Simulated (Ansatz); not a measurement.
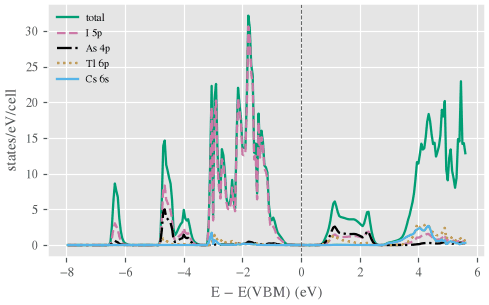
Figure. Total and projected density of states of Cs₂TlAsI₆ in space group Fm-3m (No. 225; Cs on 8c, Tl on 4b, As on 4a, I on 24e), DFT-PBEsol in the program Ansatz with PAW potentials

Q: Which orbitals carry the states next to the gap?

A: Top 1 eV of the valence band: I 5p 65 %, Tl 6s 18 %, As 4p 6 %. Bottom 1 eV of the conduction band: As 4p 42 %, I 5p 26 %, Tl 6p 20 %, outside the projected shells 5 %. Projections are on Löwdin-orthogonalised atomic valence shells; empty p or d shells of many metals are not among them.

Q: Where is the tallest occupied peak in this window, and what makes it?

A: Near -1.8 eV, about 32 states/eV per cell; the largest projected share is I 5p.

The first step of the workflow began from a Materials Project structure, measured or hypothetical; the Crystallography Open Database copy checked does not list it. Whether it is the stable phase at ambient conditions was not checked. The cell was relaxed with PBEsol under the symmetry of its start; whether a distortion lowers the energy is not shown. Spin–orbit coupling is left out wherever it is not named.

Potentials: the later of the program's two PAW sets.
